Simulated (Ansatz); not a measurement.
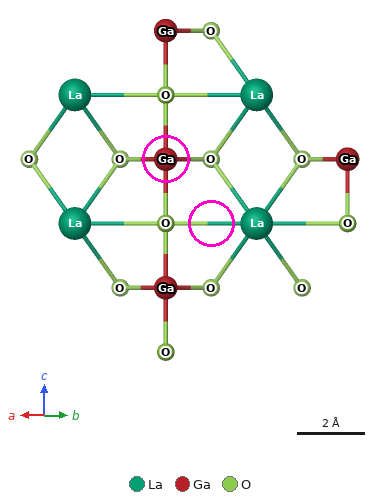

Perfect LaGaO3. Style: ball-and-stick. Shown: the atoms within 5.2 Å of one point, in a slice 3.4 Å thick across the line of sight, along [110].

Level of theory: DFT, PBEsol, PAW, plane waves (Ansatz 0.2.0). (plane-wave cutoff 420 eV; k-point mesh 1 × 1 × 1; mesh shifted by (0.25, 0.25, 0.25); collinear spin) Fermi-Dirac smearing of 0.01 eV. The axes drawn are those of the host's conventional cell.

A gallium atom is replaced by lanthanum and an extra gallium atom is put between the host's atoms (an interstitial), the two sites 2.7 Å apart at the ringed places, in charge state 0. The supercell has 40 sites, and the atoms are relaxed at the host's cell.

### Predict the relaxed surroundings of the defect.

In the host the Ga atom has 6 O at 1.93 Å; the La atom ends with 6 O at 2.18 to 2.34 Å. The Ga atom starts with 2 La at 1.93 to 1.94 Å, 4 O at 1.93 Å around its place and ends with 2 O at 1.91 to 1.96 Å. Of the host's atoms, an oxygen atom moves furthest from its site, by 1.00 Å. The La atom itself moves 0.34 Å from where it was put. The Ga atom itself moves 0.71 Å from where it was put. The cell's net moment is 1.00 μB.

The relaxed defect, seen from the same direction:

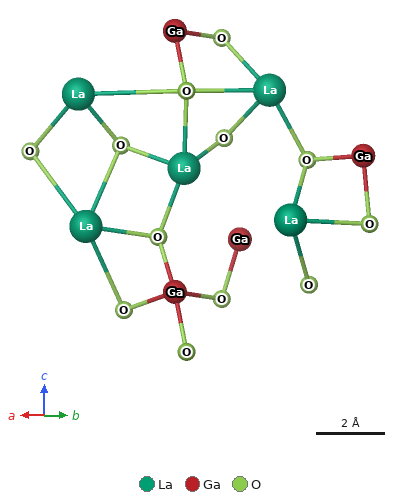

Limits of the set-up: the periodic images lie only 7.7 Å apart, so the values are limited by the cell's size.
